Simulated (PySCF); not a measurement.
**LiBi−: bond curves at several levels of theory**

One job finds the state of LiBi−, follows it along the bond with each method and fits the curves.

Computed with PySCF 2.14.0. Level: Li aug-cc-pVDZ, Bi aug-cc-pVDZ-PP with ECP60, scalar-relativistic core potentials.

3 further runs of the same task are left out: 3 set aside as unsound or not needed.

## 1. Input

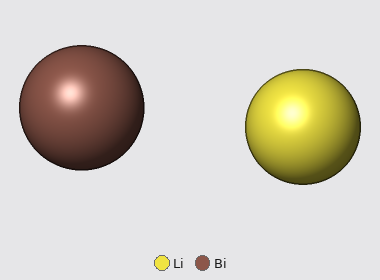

The two atoms at the starting distance (lithium yellow, bismuth brown).

A driver script around PySCF takes these settings:

```
atoms                         : Li, Bi
charge                        : -1
basis                         : Li aug-cc-pVDZ, Bi aug-cc-pVDZ-PP with ECP60
Hamiltonian                   : scalar-relativistic core potentials
basis functions               : 55
electrons treated             : 27
masses in u                   : 7.0160, 208.9804
levels                        : PBE0, PBE, r²SCAN, M06, B2PLYP, MN15, LC-ωPBE, MP2, SCS-MP2, CCSD, CCSD(T)
grid                          : 80 radial by 434 angular points
occupations                   : held fixed by the projection of orbital angular momentum
dissociation limit            : Li + Bi−, each in its ground configuration
starting distance in angstrom : 2.845
values of 2S to try           : 1, 3
```

Further steps of the session: The PBE0 curve of the state that the search chose; Excited determinants; PBE (GGA); r²SCAN (meta-GGA); M06 (hybrid meta-GGA); B2PLYP; MN15; LC-ωPBE (range-separated hybrid); Adding correlation.

Before running it: what results should come out? Wanted: for each run, Re; ωe; De; μ.

As calculated:

Lowest PBE0 solution found, without spin–orbit coupling: ⁴Σ⁻ (quartet), unpaired electrons σ ↑, π ↑↑. State 2 has its PBE0 minimum 0.61 eV higher. The other levels ran on the lowest alone.

| level | Re (Å) | ωe (cm⁻¹) | De (eV) | μ (D) |
| --- | --- | --- | --- | --- |
| UHF-MP2 | 2.843 | 291.0 | 1.31 | n/a |
| UHF-SCS-MP2 | 2.856 | 285.3 | 1.29 | n/a |
| UHF-CCSD | 2.849 | 287.6 | 1.35 | n/a |
| UHF-CCSD(T) | 2.850 | 287.0 | 1.37 | n/a |
| PBE | 2.851 | 280.0 | 1.33 | 10.17 |
| r²SCAN | 2.862 | 276.8 | 1.33 | 10.54 |
| PBE0 | 2.833 | 288.3 | 1.34 | 10.29 |
| M06 | 2.881 | 268.9 | 1.22 | 11.11 |
| MN15 | 2.798 | 304 | 1.46 | 8.80 |
| LC-ωPBE | 2.803 | 304 | 1.37 | 10.36 |
| B2PLYP | 2.835 | 289.1 | 1.27 | 10.48 |

De is counted to Li + Bi− in their ground configurations. A positive dipole points from Li to Bi; in an ion it is taken about the centre of mass and does not tell which atom is negative.

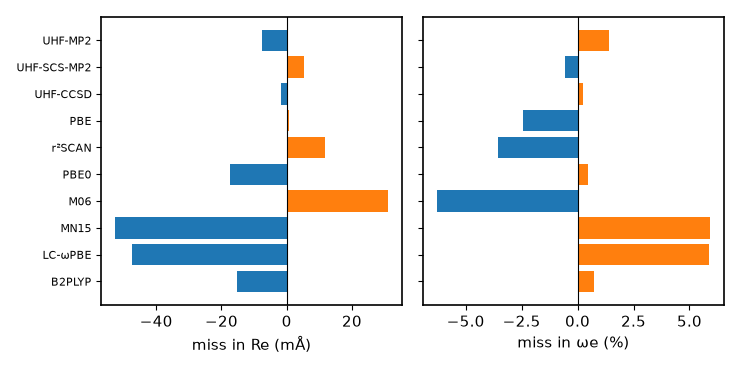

Differences in bond length and wavenumber from CCSD(T) in the same basis.

Judged by CCSD(T) in the same basis: best bond length PBE (+1 mÅ), worst MN15 (-53 mÅ); best wavenumber UHF-CCSD (+0.2 %), worst M06 (-6.3 %). CCSD(T) in a basis this small is itself some way from its limit, more so than the functionals. Of the levels with a De here, M06 gives the least (1.22 eV) and MN15 the most (1.46 eV).

Correlated steps freeze 4 core orbitals. These are scalar-relativistic numbers at best; spin–orbit coupling would shift them, the dissociation energy most. B2PLYP dipoles, levels and charges come from its SCF part alone. At some levels the lowest empty orbital lies below the highest filled one (the two can be of opposite spin). With some functionals the highest level of the anion is positive, from self-interaction error or because the anion is truly unbound there; the finite basis then holds the extra electron, and no neutral molecule was run to test the binding. With spin–orbit coupling the term label itself may not hold.
